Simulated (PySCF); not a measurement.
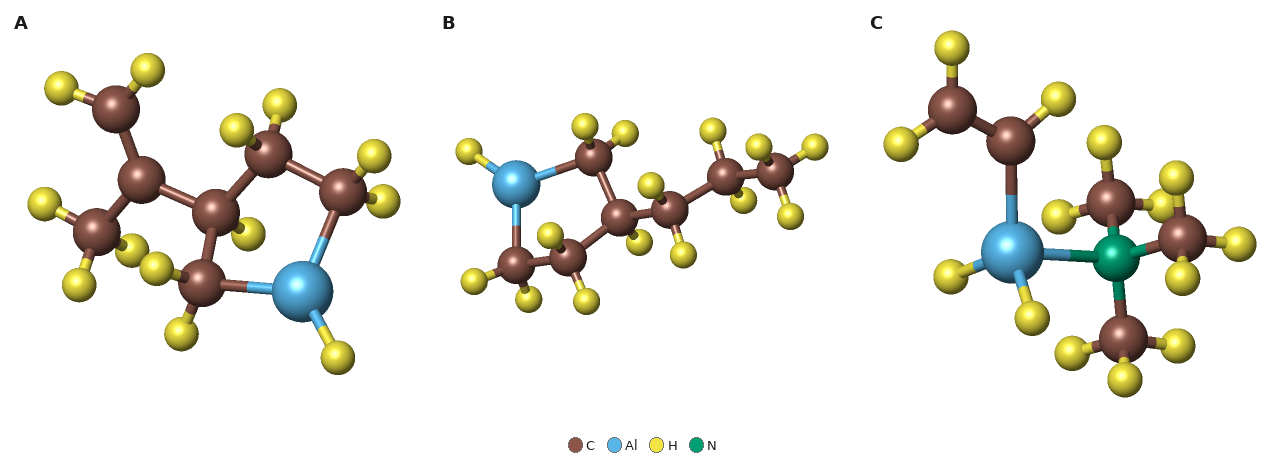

Figure made from data computed with PySCF.

```xyz
21
charge 0, multiplicity 1
C    -1.6181   -1.3318   -1.1044
C    -1.3980   -0.3379   -0.2343
C    -2.5252    0.5171    0.2680
C    -0.0268    0.0145    0.2990
C     1.0726   -1.0166   -0.0110
C     2.4278   -0.5905    0.5822
Al    2.3583    1.3454    0.2519
C     0.4351    1.4275   -0.1506
H    -2.6261   -1.5401   -1.4742
H    -0.8162   -1.9702   -1.4802
H    -2.5750    0.4924    1.3701
H    -3.4950    0.1850   -0.1276
H    -2.3826    1.5723   -0.0159
H    -0.1250    0.0464    1.4042
H     1.1688   -1.0990   -1.1095
H     0.7562   -2.0130    0.3419
H     2.4459   -0.7832    1.6726
H     3.2709   -1.1610    0.1624
H     3.4695    2.4857    0.2918
H     0.2708    1.5343   -1.2409
H    -0.1417    2.2371    0.3235
```

Which panel shows the molecule in this file?

A. The file holds C7H13Al, `C=C(C)[C@H]1C[CH2][AlH][CH2]1`.
